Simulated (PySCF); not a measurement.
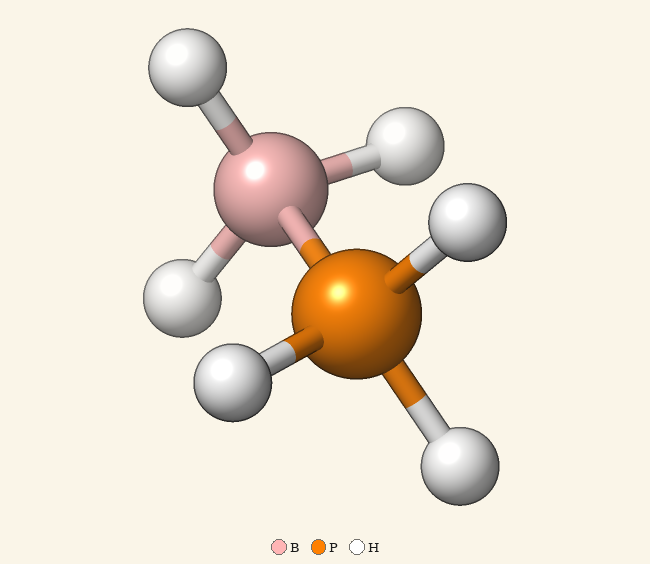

Computed geometry: PBE0-D3(BJ)/def2-SVP optimisation. No frequency run is at hand to confirm it as a minimum.

Draw it as a skeletal formula.

SMILES: [BH3-][PH3+]

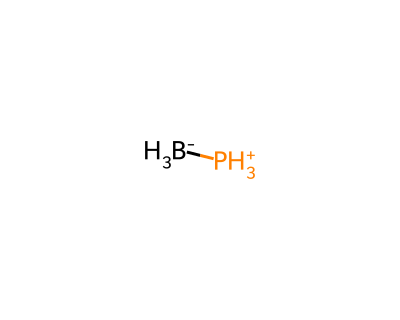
